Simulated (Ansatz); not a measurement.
## Single-point calculation of AgBr2 (charge −1)

- system: AgBr2, charge −1, multiplicity 3
- method: UKS PBE0-D4/def2-TZVPD (Ansatz 0.2.0)

The geometry comes from this level: PBE-D4/def2-TZVPD.

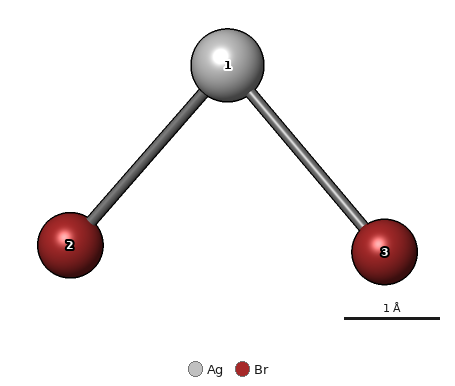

Figure 1. The input geometry (ball-and-stick view, seen at a tilt; atoms are numbered from 1 in the order of the input). Sticks mark near contacts. Bond lengths as drawn: Ag–Br 2.62 Å.

Summary:

```csv
quantity,value
outcome,converged
total energy,−144078.7200 eV
mean-field energy,−144078.6213 eV
dispersion energy,−0.0986 eV
⟨S²⟩,2.007
SCF solution under orbital rotations,stable
HOMO (either spin),−0.15 eV
LUMO (either spin),−0.84 eV
hardware,"4 threads of Arm Neoverse V1, 23 GiB of memory available, shared host"
wall time,6.5 s (CPU time 24 s)
peak memory,0.56 GiB
```

Input file:
```yaml
crystal:
  periodic: [false, false, false]
  atoms:
    - {symbol: Ag, position_ang: [1.112168, -0.449695, -0.467932]}
    - {symbol: Br, position_ang: [-0.797293, 1.167348, -1.245098]}
    - {symbol: Br, position_ang: [-0.314874, -0.717652, 1.713029]}
basis:
  gaussian: {orbitals: def2-TZVPD, initial_orbitals: start.molden}
total_charge: -1
magnetization: {spin_polarized: true, initial_magnetization: 2}
hamiltonian: {xc: pbe0, dispersion: d4}
scf: {omitted_lower_state_checks: [starts]}
output: {orbitals: {seedname: orbitals}}
```

Run as:
```bash
ansatz run in.yaml --threads 4 --pin off --events-out ev --progress --plain --max-ram 3916MiB
```

Log:
```
Functional definition: PBE0
  name "PBE0"
  cite "Adamo & Barone, J. Chem. Phys. 110, 6158 (1999) doi:10.1063/1.478522"
  cite "Perdew, Burke & Ernzerhof, Phys. Rev. Lett. 77, 3865 (1996) doi:10.1103/PhysRevLett.77.3865"
  parent pbe
  parameter a = 0.25
  parameter kappa = 0.804
  parameter beta = 0.06672455060314922
  exchange = (1 - a)*pbe_x(kappa = kappa, mu = beta*pi^2/3) + a*exact_x
  correlation = pbe_c(beta = beta)
these checks for a lower state are left out or cut short: starts
1108 factors; integrals over basis functions are off by at most 6.5e-4 eV
mean field evaluation 1: about -144077.5451 eV, gradient 1.2e2 eV
mean field evaluation 2: about -144078.3644 eV, gradient 2.9e0 eV
mean field evaluation 4: about -144078.6195 eV, gradient 3.5e-1 eV
mean field evaluation 8: about -144078.6213 eV, gradient 5.7e-5 eV
mean field -144078.62130121 eV, -5294.7916728223 hartree, gradient 6.7e-6 eV, S^2 2.006761; 0 other end points of the search recorded, 0 dependent functions left out
reference -144078.62133905 eV, -5294.7916742128 hartree; 46, 44 occupied and 108, 110 virtual orbitals, 1108 factors
Total energy: -144078.71995090 eV, -5294.7952981317 hartree
Checks for a lower state left out: starts
```

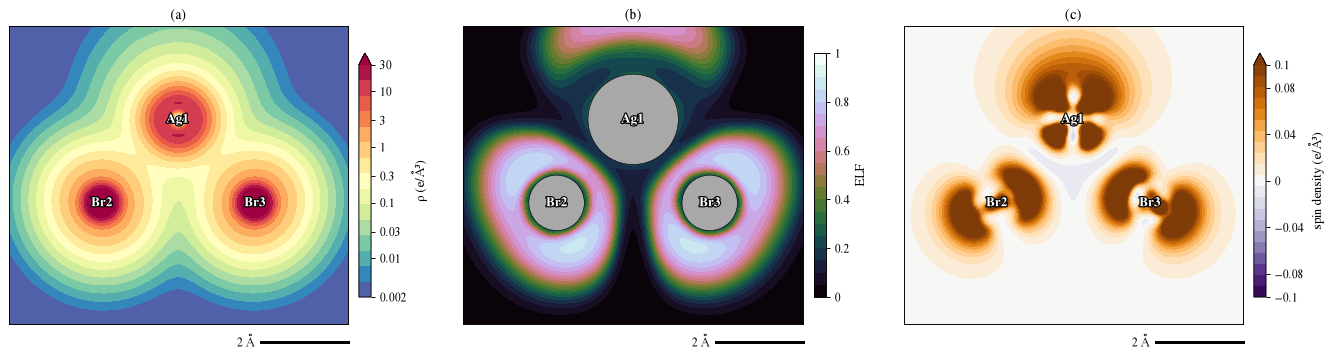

Figure 2. (a) electron density; (b) ELF; (c) spin density (α minus β) on the molecular plane. Grey discs, where drawn, cover atomic cores. The unpaired spin (2 electrons) lies mostly on Ag1 (about 1.1), Br2 (about 0.4) and Br3 (about 0.4), in electrons by Hirshfeld's partition.

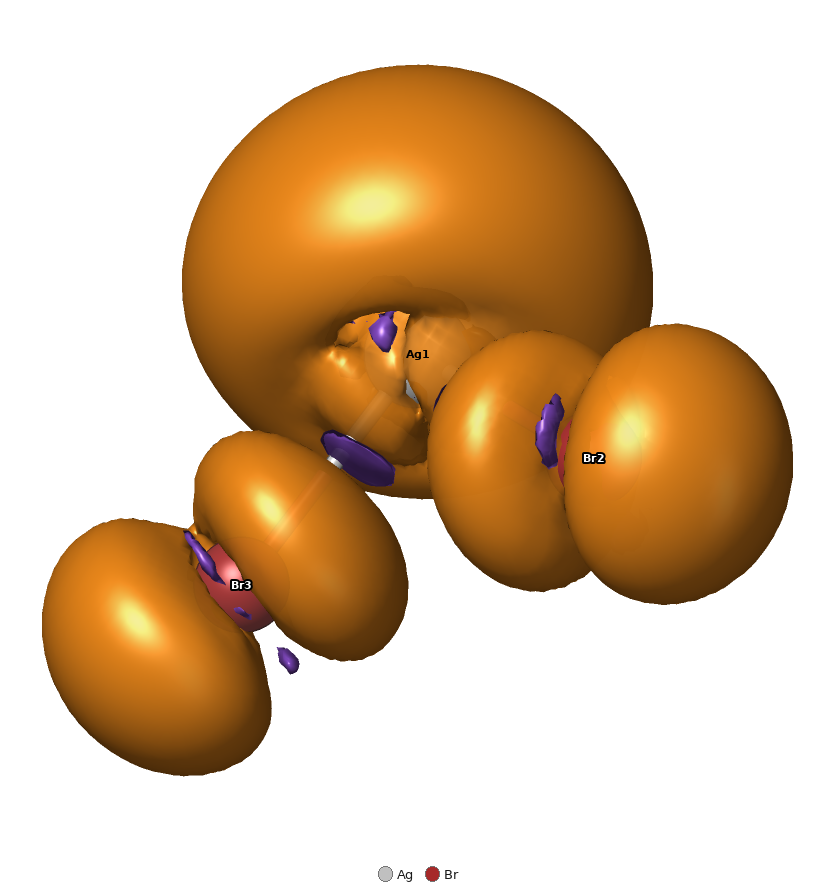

Figure 3. Isosurfaces of the spin density (α minus β) at +0.008 (orange) and −0.008 e/Å³ (purple), seen at an oblique angle. The unpaired spin (2 electrons) lies mostly on Ag1 (about 1.1), Br2 (about 0.4) and Br3 (about 0.4), in electrons by Hirshfeld's partition.

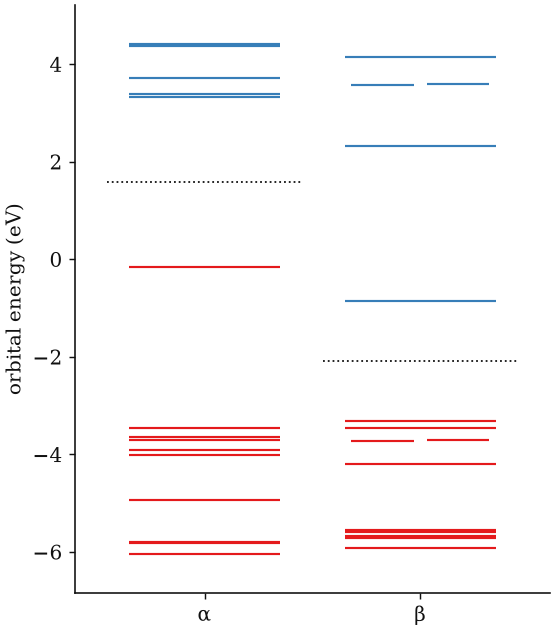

Figure 4. Orbital energies near the frontier for α and β spins; the dotted line parts filled from empty levels, and levels within 0.02 eV of each other stand side by side. α: highest filled −0.15 eV, lowest empty 3.32 eV, 3.47 eV apart; β: highest filled −3.31 eV, lowest empty −0.84 eV, 2.47 eV apart.
